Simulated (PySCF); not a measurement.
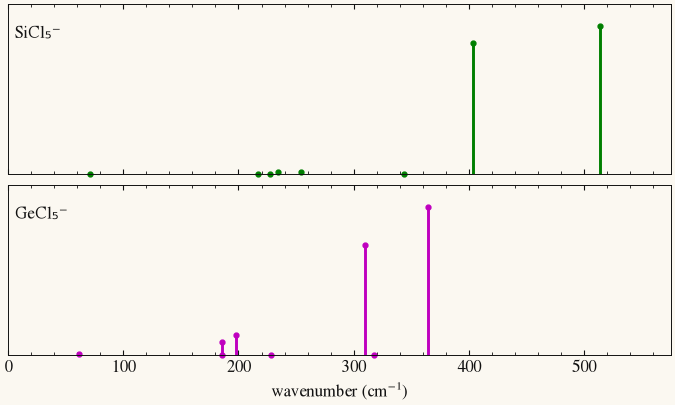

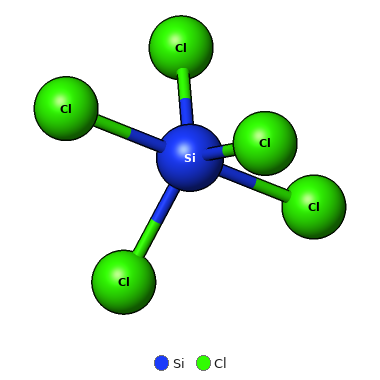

Harmonic infrared lines of SiCl₅⁻ and GeCl₅⁻, all D3h singlets, each the lowest point that its search found (SiCl₅⁻ is drawn); the central atom changes down one group of the periodic table. B3LYP/def2-SVPD, PySCF 2.14.0, unscaled, no spin-orbit coupling; each panel is scaled to its strongest line, degenerate modes are one line with their intensities summed, and dots on the axis are modes too weak to show or inactive.

Question: How do the bond length and the stretches change along the series?

Answer: Mean bond length: SiCl₅⁻ 2.184, GeCl₅⁻ 2.276 Å, rising down the group. Highest e' mode: SiCl₅⁻ 514, GeCl₅⁻ 364 cm⁻¹, falling down the group.

Limits of at least one run: double-zeta basis on some or all atoms; no scalar relativity.
